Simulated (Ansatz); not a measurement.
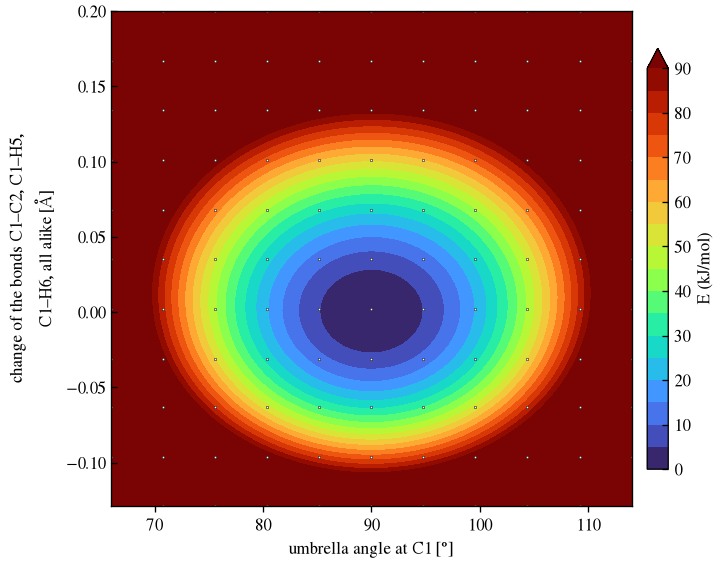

C2H4ClSb, SMILES C=[CH][SbH][Cl]. First axis: umbrella angle at C1 (between each of its bonds and their common axis; 90 is planar). Second axis: change of the bonds C1–C2, C1–H5, C1–H6, all alike. Nothing is relaxed (all other coordinates rigid). The grid has 11 × 11 points. Points are written as (first, second). Energies: kJ/mol, counted from the lowest grid point. Theory: RKS PBE0-D4/def2-SVP (Ansatz).

The picture shows filled contours, dots at the grid points, one colour for all values above the top of the scale. Between grid points the surface is interpolated.

Estimate the position of the minimum and the force constants in these coordinates.

The interpolated minimum is at the first coordinate ≈ 90.0°, the second coordinate ≈ 0.000 Å. The curvatures there are about 15 eV/rad² and 134 eV/Å², with a cross term of about 0 eV/(rad·Å). Round the minimum the two coordinates are nearly uncoupled. (1 eV is 96.5 kJ/mol.)
